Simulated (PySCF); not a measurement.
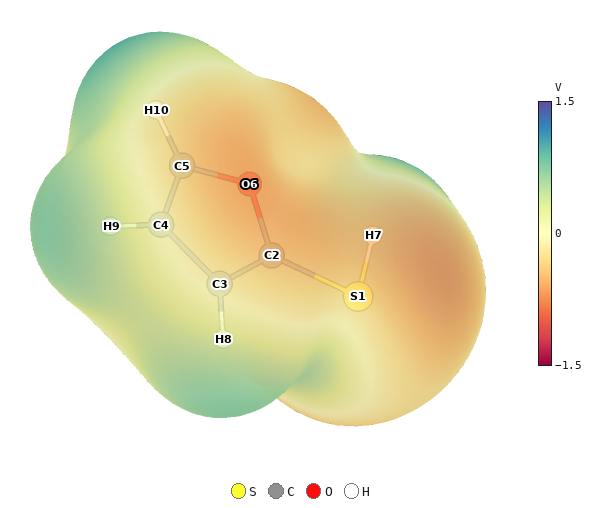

Figure 1: C4H4OS. The molecular electrostatic potential painted on the density surface at 0.001 e/bohr³, seen at a tilt; red is negative and blue positive.

Geometry: GFN2-xTB.

Computed with PySCF 2.14.0, PBE0/pcSseg-1, SCF density, gas phase, non-relativistic.

```yaml
atoms:
  - { symbol: S, position_ang: [2.5844, -0.2799, 0.0939] }
  - { symbol: C, position_ang: [0.8400, -0.1402, 0.0358] }
  - { symbol: C, position_ang: [-0.1383, -1.0725, 0.2199] }
  - { symbol: C, position_ang: [-1.3597, -0.3737, 0.0491] }
  - { symbol: C, position_ang: [-1.0294, 0.9152, -0.2226] }
  - { symbol: O, position_ang: [0.3131, 1.0686, -0.2331] }
  - { symbol: H, position_ang: [2.7884, 1.0066, -0.1784] }
  - { symbol: H, position_ang: [-0.0001, -2.1089, 0.4445] }
  - { symbol: H, position_ang: [-2.3453, -0.7848, 0.1204] }
  - { symbol: H, position_ang: [-1.6175, 1.7882, -0.4197] }
```

Which sites attract a positive test charge, and which a negative one?

Answer. A positive charge is drawn to the negative regions and a negative charge to the positive ones. The most negative region (about −0.7 V) lies over S1, the most positive (about +1.2 V) over H7.

How polar is the molecule by this calculation?

Answer. Its dipole moment is 0.87 D.
